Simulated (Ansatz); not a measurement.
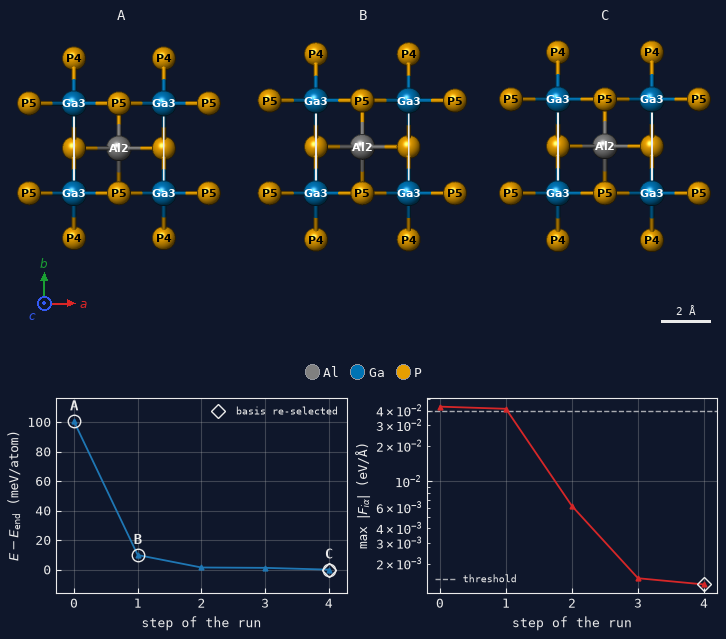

Frames of a relaxation of a crystal of Al2GaP3 (a generated structure, set up in I-4m2) (coarse preliminary run), marked on the history of the run. A ball-and-stick model of the conventional cell (2 times the calculation's cell), seen along the c axis. Lengths and directions refer to the drawn axes.

These are results of Ansatz, DFT PBE, scalar-relativistic, plane waves, PAW, not measurements.

The input:
```yaml
crystal:
  lattice:
    - [-1.8638823, 1.8638823, 7.90778289]
    - [1.8638823, -1.8638823, 7.90778289]
    - [1.8638823, 1.8638823, -7.90778289]
  atoms:
    - { symbol: Al, position: [0.66666667, 0.66666667, 0.0] }
    - { symbol: Al, position: [0.33333333, 0.33333333, 0.0] }
    - { symbol: Ga, position: [0.0, 0.0, 0.0] }
    - { symbol: P, position: [0.41666667, 0.91666667, 0.5] }
    - { symbol: P, position: [0.08333333, 0.58333333, 0.5] }
    - { symbol: P, position: [0.75, 0.25, 0.5] }
basis:
  ecutwfc: 420
kpoints:
  mp_grid: { grid: [6, 6, 6] }
hamiltonian:
  xc: pbe
scf:
  occupations: { method: gaussian, width: 0.1 }
  lower_state_search: "off"
output:
  forces: true
  stress: true
  eigenvalues: true
relax:
  adjacent_minimum: "off"
  f_tol: 0.04
  max_steps: 70
  cell: { stress_tol: 0.4 }
```

Launched with:
```bash
ansatz run input.yaml --threads 1 --pin off --max-ram 2560MiB --backend cpu --events-out ev --progress --plain --runs-dir out
```

What happens along the run?

The largest moves relative to the cell, 0.006 Å, are those of P4 and P5. P4 goes along −c. Al and Ga stay in place. The volume changes by +13.9 %, with a = b 3.728 → 3.896 Å (+4.5 %), c 15.816 → 16.489 Å (+4.3 %). Near-neighbour distances that change, for instance: Ga3–P4 2.283 → 2.387 Å, Al1–P5 2.283 → 2.380 Å. The space group stays I-4m2 (No. 119). After 3 accepted moves (4 points after the start) the energy has fallen by 100 meV per atom. The largest force component goes from 0.043 to 0.0013 eV/Å. The pressure goes from 14.01 to 0.12 GPa. The SCF was repeated once at an unchanged geometry on a basis and grid sized afresh for the cell, which shifted the energy by 1.2 meV per atom at most. From step 0 to 1: volume +9.4 %, energy −90.5 meV per atom. From step 1 to 4: volume +4.1 %, energy −9.9 meV per atom.
